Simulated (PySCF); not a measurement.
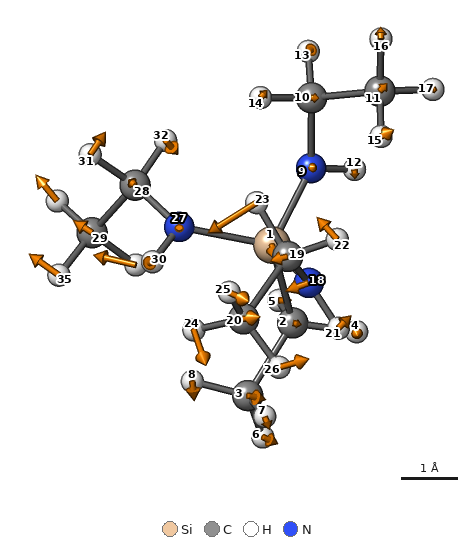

A relaxation of C8H23N3Si. The starting structure is drawn; orange arrows show the displacements, 3 times their true length. The two geometries are superimposed by the best rigid fit.

The picture is a ball-and-stick view, seen from a free direction.

The start comes from GFN2-xTB. Its atoms were then displaced at random by about 0.03 Å.

Computed with PySCF 2.14.0, density-fitted response routines, PBE0-D3(BJ)/def2-SVP geometry optimisation, gas phase. 

> Atoms of which element are displaced furthest, and by how much?

Hydrogen: up to 0.36 Å, against 0.15 Å for nitrogen.

> What happened in the run?

The largest move after the best rigid fit is that of an H atom, 0.36 Å. Largest moves by element: H 0.36 Å, N 0.15 Å, C 0.14 Å, Si 0.10 Å. Near-neighbour distances that change, for instance: N–Si 1.848 → 1.736 Å, N–Si 1.647 → 1.736 Å, C–H 1.024 → 1.107 Å, C–C 1.599 → 1.521 Å. Among the angles between lasting bonds that change: H–C–H 115.7° → 106.7°, C–C–H 104.3° → 111.5°, H–C–H 114.1° → 107.7°. The energy falls by 1.400 eV in 11 geometry steps. Cost: 6.5 min on 2 threads of Intel(R) Xeon(R) 6975P-C, with other jobs on the host.
